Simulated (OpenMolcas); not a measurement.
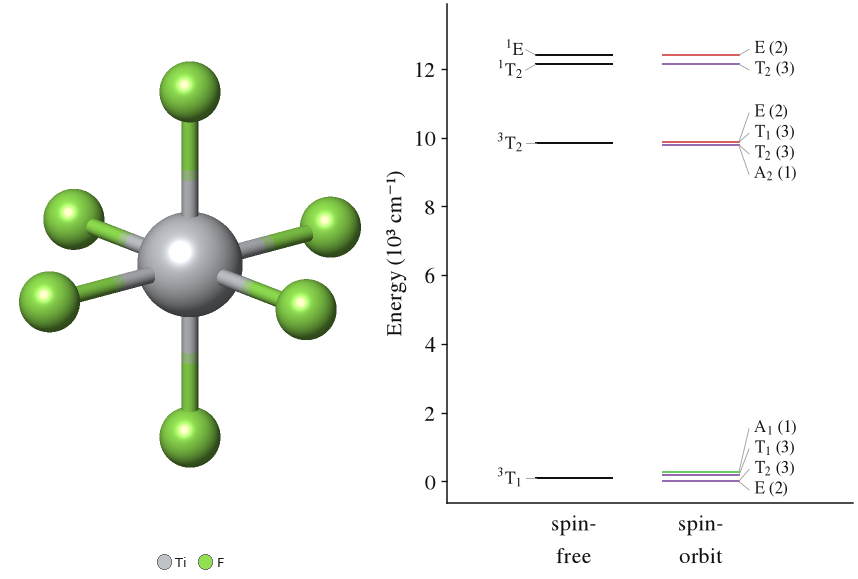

Ti²⁺ (3d²) as a dopant in KMgF₃, a cluster with its 6 nearest F⁻ at 2.198 Å (octahedron) embedded in model potentials and point charges; the geometry was set, not optimised, and its levels. Labels give the representation in O, Td, D4 or D3 as the site allows (double group for half-integer spin) where it could be assigned and, in brackets, the degeneracy; spin-free states, where drawn, share the zero of the spin-orbit levels. Level of the calculation: state-averaged CASSCF, active space 2 electrons in the shell 3d, basis ANO-RCC-VDZP on all atoms, DKH2 scalar Hamiltonian, spin-orbit coupling by RASSI with atomic mean-field integrals (OpenMolcas).

Give the ground level, the first gap and the ligand-field bands.

The ground level is E, doubly degenerate, 100 % from states of spin multiplicity 3. Its principal g values are all close to zero. The next level lies at 3.0 cm⁻¹ (T₂). The lowest spin-free state is ³T₁, from the free-ion F term; of the same spin there follows at 9,740 cm⁻¹ (³T₂) above it. A ligand-field fit to the spin-free states gives |10Dq| = 11,400 cm⁻¹, B = 869 and C = 3,230 cm⁻¹ (rms misfit 200 cm⁻¹). The active orbitals hold 93 to 97 % metal character (Löwdin), and the Mulliken charge of the metal is +1.66.

Note: the geometry is set by hand, with no relaxation and no charge compensation.
